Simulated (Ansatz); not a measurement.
# Strength of the Al–Se bond: AlH3(SeH2) → AlH3 + H2Se

Species: AlH3(SeH2), singlet; AlH3 `[AlH3]`, singlet; H2Se (hydrogen selenide) `[SeH2]`, singlet. 

Shapes, held fixed at every level: PBE0-D4/def2-TZVP. Programs: Ansatz 0.2.0. The zero-point and thermal change to 298 K, harmonic and unscaled (PBE0-D4/def2-TZVP), is -7.0 kJ/mol.

```tsv
level	kind	ΔH(298 K) (kJ/mol)	less CCSD(T)/def2-TZVPP	CPU time (sum over the molecules)
HF/def2-TZVPP	Hartree–Fock	+22.8	-24.5	–
SPW92/def2-TZVPP	LDA	+74.5	+27.2	2.9 s
B3LYP-D4/def2-TZVPP	global hybrid	+45.7	-1.6	6.7 s
BHLYP-D4/def2-TZVPP	global hybrid	+46.7	-0.6	6.3 s
PBE0-D4/def2-TZVPP	global hybrid	+56.5	+9.2	4.8 s
wB97X-V/def2-TZVPP	range-separated hybrid	+49.3	+2.0	14 s
CCSD/def2-TZVPP	coupled cluster or CI	+43.8	-3.5	–
CCSD(T)/def2-TZVPP	coupled cluster or CI	+47.3	0.0	32 s
```

The highest level, CCSD(T)/def2-TZVPP, gives ΔH(298 K) = +47.3 kJ/mol; the levels span +22.8 to +74.5. Both fragments are taken as closed shells, so no electrons are unpaired. The column of differences is taken from that level and isn't an error. No measured value is set beside it here. Relativity is left out for Se. Outer-core shells of Se are correlated in most correlated rows, in sets that cover them unevenly. Times are processor times on shared x86 and Arm servers, and rough.

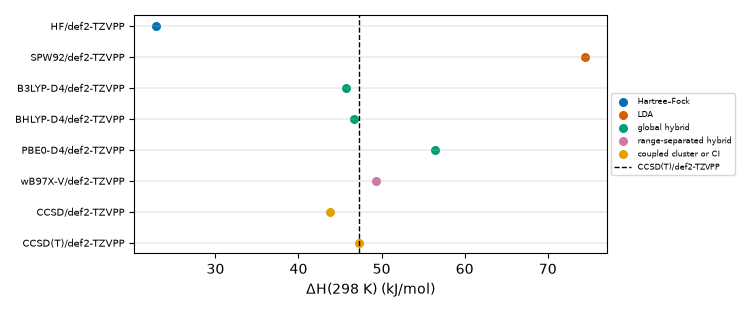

The values of the table, level by level.
